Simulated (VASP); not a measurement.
Band structure of YTe (relaxed from the zinc blende structure, space group F-43m). Level of theory: PBEsol GGA, VASP's PBE PAW potentials (set 64) (plane waves; VASP).

Unless said otherwise, spin-orbit coupling is left out, though it shifts the bands of the heavy elements here.

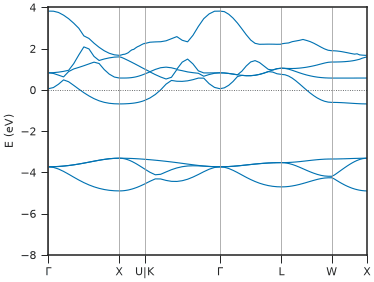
Figure. Bands along high-symmetry lines, zero at the valence-band maximum or, without a gap, the Fermi level

Task: Read the plot: is there a gap, and where are the band edges?

Result: It has no gap at this level: it comes out as a metal or semimetal. (Edges off the drawn lines would not show.)

The structure was generated: YTe was put into the zinc blende type (F-43m), which need not be its known phase. It was relaxed first, which changed the volume by -28 %. The electron count is odd and the run is not spin-polarised, which forces a metal.
